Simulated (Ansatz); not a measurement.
A series of calculations on SiH₄O₂

## 1. Relaxation

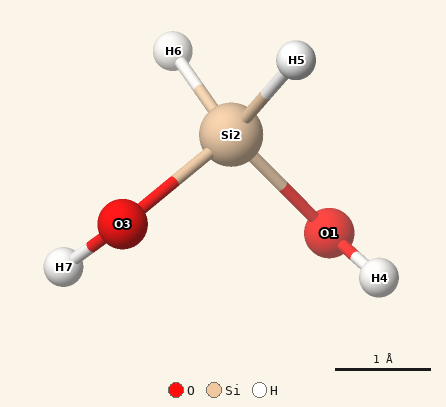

SiH$_{4}$O$_{2}$ (coarse preliminary run), before the relaxation. The picture is a ball-and-stick view, seen face on.

Method: RKS PBE-D4/def2-SVP in Ansatz.

The input:
```yaml
crystal:
  periodic: [false, false, false]
  atoms:
    - {symbol: O, position_ang: [-1.354400, -0.212400, 0.262200]}
    - {symbol: Si, position_ang: [0.111200, 0.438200, 0.019100]}
    - {symbol: O, position_ang: [1.085300, -0.827100, -0.322700]}
    - {symbol: H, position_ang: [-1.744800, -0.520000, -0.549700]}
    - {symbol: H, position_ang: [0.089700, 1.357800, -1.148600]}
    - {symbol: H, position_ang: [0.577100, 1.121600, 1.252900]}
    - {symbol: H, position_ang: [1.297200, -1.426200, 0.441100]}
basis:
  gaussian: {orbitals: def2-SVP}
hamiltonian: {xc: pbe, dispersion: d4}
relax: {f_tol: 0.03, max_steps: 250}
```

Q: Where does the relaxation end?

A: The largest move after the best rigid fit is that of H4, 0.15 Å. By element the largest moves are H 0.15 Å, O 0.13 Å, Si 0.03 Å. Near-neighbour distances that change, for instance: O1–Si2 1.622 → 1.679 Å, Si2–O3 1.633 → 1.678 Å, O1–H4 0.952 → 0.974 Å, O3–H7 0.994 → 0.973 Å. Bond angles that change, for instance: O1–Si2–O3 105.0° → 113.7°, O1–Si2–H6 110.1° → 103.5°, O3–Si2–H5 108.9° → 103.5°. The optimiser took 5 steps. The run took about 6 core-seconds on a shared host.

The structure at the end:

```xyz
7

O    -1.4457   -0.1387    0.2875
Si    0.1189    0.4073    0.0153
O     1.2083   -0.8172   -0.3446
H    -1.8836   -0.5069   -0.5005
H     0.1929    1.3047   -1.1840
H     0.4721    1.1110    1.2916
H     1.3984   -1.4282    0.3890
```

The end point in the same view:

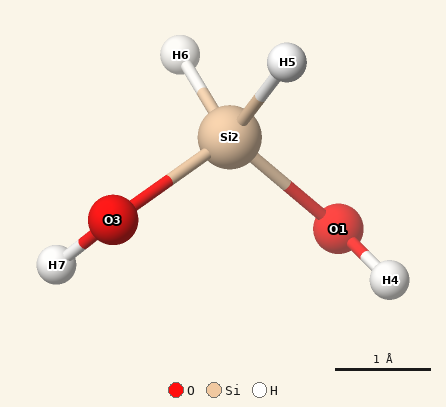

## 2. Relaxation

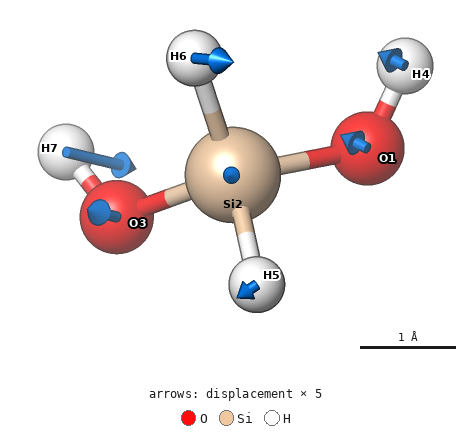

This is a constrained relaxation of SiH4O2. The starting structure is drawn; blue arrows show the displacements, magnified 5 times. The two geometries are superimposed by the best rigid fit.

The picture is a ball-and-stick view, seen from a free direction.

All numbers below come from Ansatz 0.2.0, RKS PBE0-D4/def2-TZVP. Settings: force threshold 0.005 eV/Å; at most 200 steps.

**What did the optimiser do to the structure, and how much energy did it gain?**

The energy falls by 0.50 kcal/mol in 6 geometry steps. The largest force component goes from 0.14 to 0.002 eV/Å. The atom that moves furthest after the best rigid fit is H7 (0.21 Å). Largest moves by element: H 0.21 Å, O 0.12 Å, Si 0.03 Å. Among the angles between lasting bonds that change: O1–Si2–H5 105.7° → 109.4°, O3–Si2–H5 106.3° → 103.7°. Groups turn about Si2–O3 by about 25°. The run took roughly 17 core-seconds on a shared host.

## 3. Scan

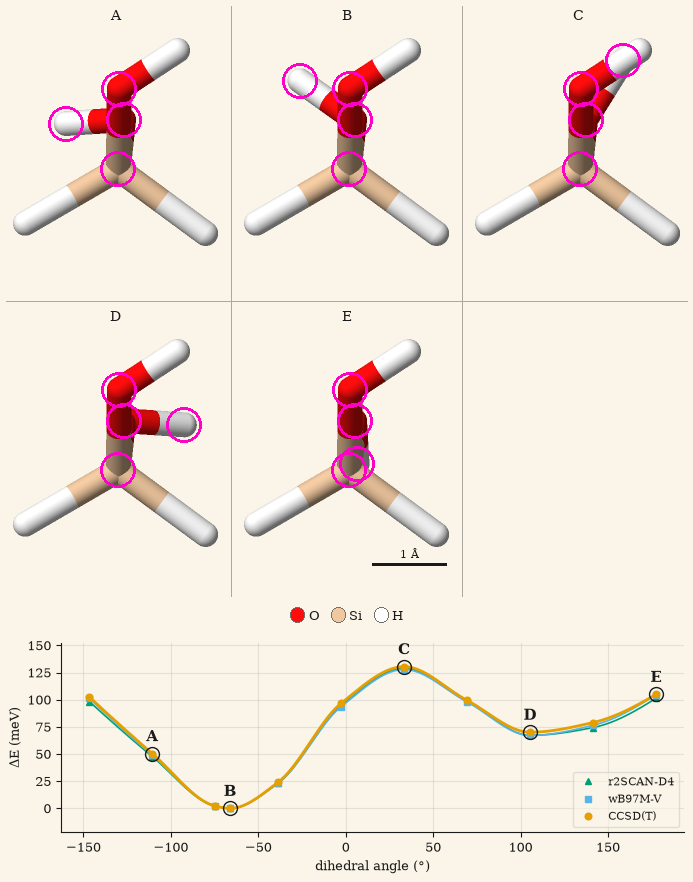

Energy scan for SiH₄O₂, in which one O–Si–O–H dihedral angle is varied, with the rest of the molecule carried along rigidly. The lettered frames are marked on the plot, at the values of CCSD(T). Style: stick. Shown almost along the central bond, with a slight tilt. The ringed atoms are those of the scanned coordinate.

Levels of theory: CCSD(T), wB97M-V, r2SCAN-D4 (def2-TZVPP, Ansatz), on geometries moved rigidly from the minimum at PBE0-D4/def2-TZVP. Coupled cluster with a frozen core. Energies are counted from the PBE0-D4/def2-TZVP minimum geometry at the same level.

### What does the scan show?

With CCSD(T): of the computed points the lowest is at the dihedral −66.0°, 0.0 meV. Further local minima among the points: 105.4° (70.1 meV). A local maximum lies at 33.4° (130.5 meV). The highest point, at 33.4°, lies 130.5 meV above the lowest and gives an upper estimate of the barrier to rotation, since the rotor is rigid. At 33.4° the levels give wB97M-V 127.9 meV, r2SCAN-D4 128.9 meV, CCSD(T) 130.5 meV. Closest to CCSD(T) there is r2SCAN-D4.

The computed points:

Energies in meV.

```csv
dihedral angle (°),CCSD(T),wB97M-V,r2SCAN-D4
−146.6,102.5,101.3,98.4
−110.6,50.4,48.8,47.7
−74.6,2.2,2.1,2.1
−66.0,0.0,0.0,0.0
−38.6,24.1,23.2,23.4
−2.6,96.8,93.7,94.5
33.4,130.5,127.9,128.9
69.4,99.5,98.0,99.1
105.4,70.1,67.2,67.2
141.4,79.0,76.4,74.4
177.4,105.0,104.7,101.3
```
